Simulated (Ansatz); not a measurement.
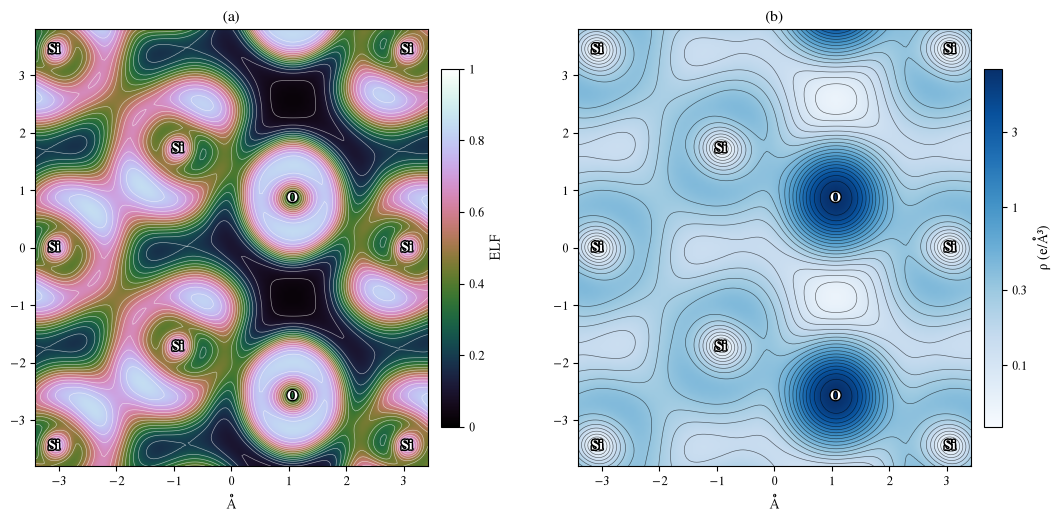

Figure 1: Si3O. (a) electron localisation function; (b) valence electron density on the (100) plane of the conventional cell.

Space group P6₃22.

Level of theory: DFT PBE, scalar-relativistic, plane waves, PAW (Ansatz).

In a PAW calculation such maps are meaningful between the atoms, not at the nuclei.

The calculation's input:

```
crystal:
  lattice:
    - [6.146062427, 0.0, 0.0]
    - [-3.0730312135, 5.3226461951, 0.0]
    - [0.0, 0.0, 3.4771792238]
  atoms:
    - { symbol: Si, position: [0.3526974003, 0.0, 0.0] }
    - { symbol: Si, position: [0.3526974003, 0.3526974003, 0.5] }
    - { symbol: Si, position: [0.0, 0.3526974003, 0.0] }
    - { symbol: Si, position: [0.6473025997, 0.0, 0.5] }
    - { symbol: Si, position: [0.6473025997, 0.6473025997, 0.0] }
    - { symbol: Si, position: [0.0, 0.6473025997, 0.5] }
    - { symbol: O, position: [0.3333333333, 0.6666666667, 0.25] }
    - { symbol: O, position: [0.6666666667, 0.3333333333, 0.75] }
basis:
  ecutwfc: 420
kpoints:
  mp_grid: { grid: [6, 6, 10] }
hamiltonian:
  xc: pbe
scf:
  occupations: { method: gaussian, width: 0.1 }
output:
  forces: true
  stress: true
  eigenvalues: true
  write_density: true
  write_potential: true
  elf: true
  volumetric_format: npy
relax:
  adjacent_minimum: "off"
  f_tol: 0.005
  max_steps: 80
  cell: { stress_tol: 0.05 }
```

Run with:

```sh
ansatz run input.yaml --threads 2 --pin off --max-ram 6144MiB --backend cpu --events-out ev --progress --plain --runs-dir out
```

Below, planes, directions and counts refer to the conventional cell (a = 6.14 Å, b = 6.14 Å, c = 3.45 Å, α = 90.00°, β = 90.00°, γ = 120.00°).

The fields are those of the run's last geometry, not of the input's.

> Interpret the plot.

Atoms in the plane: Si and O.
Si–O (2.17 Å): ρ is about 0.4 e/Å³ halfway; the ELF peaks at about 0.80 in the valence shell of O, 0.6 Å from its nucleus, and drops to about 0.40 between the two atoms.
Between the atoms the lowest density in this plane is 0.06 e/Å³.
